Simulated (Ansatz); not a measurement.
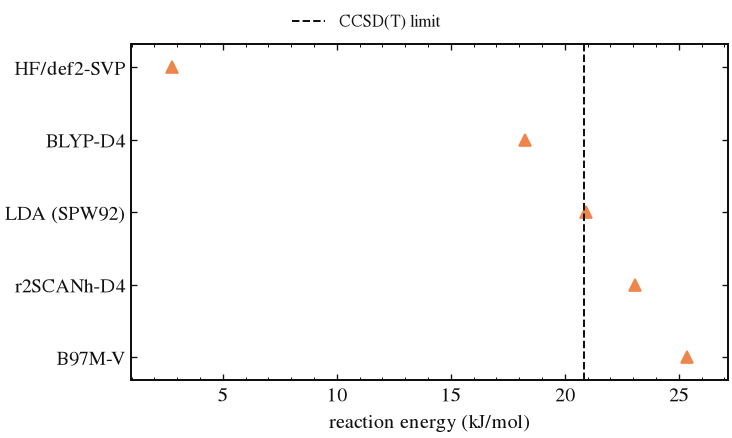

Electronic reaction energy of ZrHSCl₂F ([F][Zr]([SH])([Cl])[Cl]) + NH₃ (N) → ZrNH₂Cl₂F ([NH2][Zr]([F])([Cl])[Cl]) + H₂S (S) (SMILES in brackets) at several levels (functionals in def2-TZVPP unless a basis is named), isolated molecules at PBE0-D4 triple-zeta geometries, minima by their frequencies, no zero-point or thermal terms, the Ansatz code. The line is frozen-core CCSD(T) at the basis limit (MP2 extrapolated from triple and quadruple zeta, plus CCSD(T) less MP2 in a smaller set). The distance of HF/def2-SVP to the limit includes basis error. Core potentials past Kr.

What do zero-point energy and temperature add?

Answer. Zero-point change −9.0 kJ/mol; at 298.15 K and 1 bar the CCSD(T) limit plus thermal terms gives an enthalpy of reaction of 11.1 and a free energy of 12.0 kJ/mol (harmonic PBE0-D4 modes, ideal gas).

Give the values.

Answer.
```csv
level,kJ/mol,less CCSD(T) limit
HF/def2-SVP,2.8,−18.1
BLYP-D4,18.2,−2.6
LDA (SPW92),20.9,0.1
r2SCANh-D4,23.1,2.2
B97M-V,25.3,4.5
CCSD(T) limit,20.8,0.0
```

Known limits of this run: outer-core shells are correlated without core-valence functions, which makes the correlated values less sure.
